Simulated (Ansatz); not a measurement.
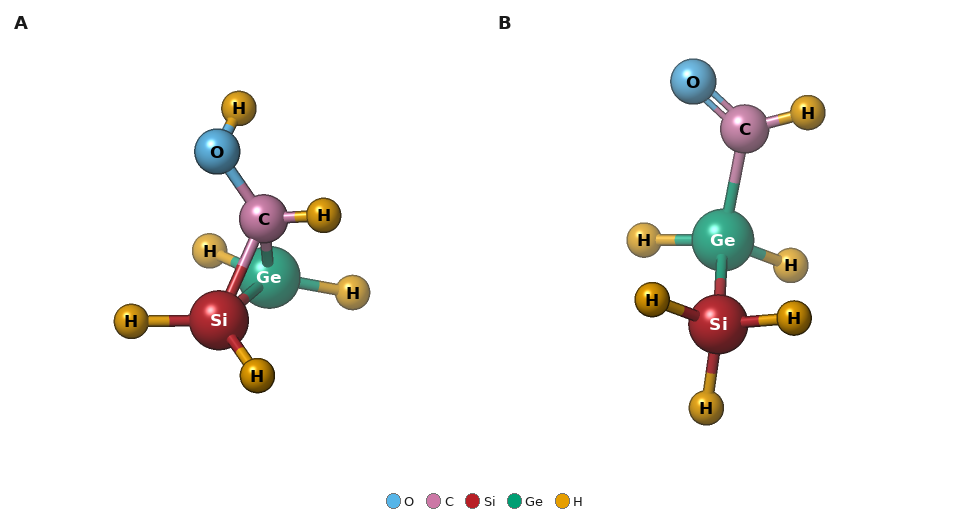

Atoms fade into the background with distance from the viewer. The computed structure is the end point of a PBE0-D4/def2-TZVP optimisation. No frequency run is at hand to confirm it as a minimum.

Can A be turned into B by a rotation alone?

Answer. No. They are constitutional isomers of CH6GeOSi: A is O[C@H]1[SiH2][GeH2]1, B is O=[CH][GeH2][SiH3]
